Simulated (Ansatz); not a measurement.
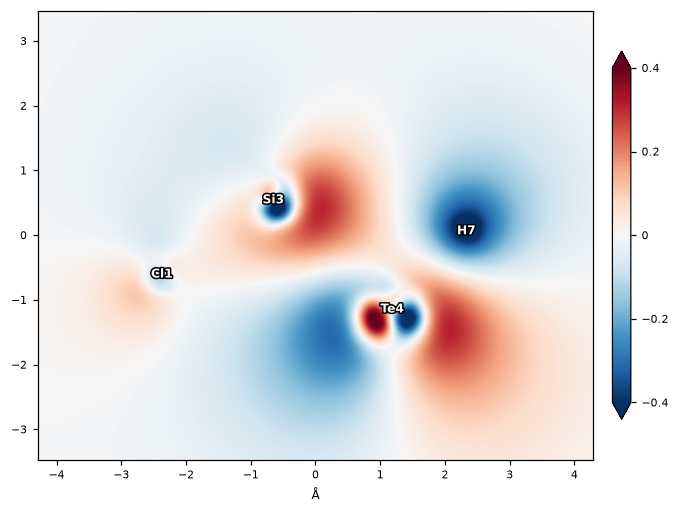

Figure. ClH₃OSiTe. One frontier orbital on the plane of atoms Cl1, Si3 and Te4 (values in Å⁻³ᐟ²; the overall sign is arbitrary).

Geometry: PBE0-D3(BJ)/def2-SVP; core potentials replace the inner electrons of Te.

The calculation used isolated molecule in a Gaussian basis; Kohn-Sham density functional theory, functional PBE0 in Ansatz.

```
atom    x (Å)    y (Å)    z (Å)
  Cl   1.3318  -1.4498   0.5163
   O   1.1764   1.5050  -0.3805
  Si   0.2201   0.2008  -0.0535
  Te  -1.2924   0.5890   1.8901
   H   1.6085   1.9208   0.3736
   H  -0.4788  -0.1065  -1.3204
   H  -1.9567   1.9203   1.1386
```

Q: Which orbital is it: HOMO or LUMO?

A: The LUMO, at −0.96 eV. Its weight (Hirshfeld) is mainly on Te4 (about 55 %), Si3 (about 15 %) and H7 (about 15 %).
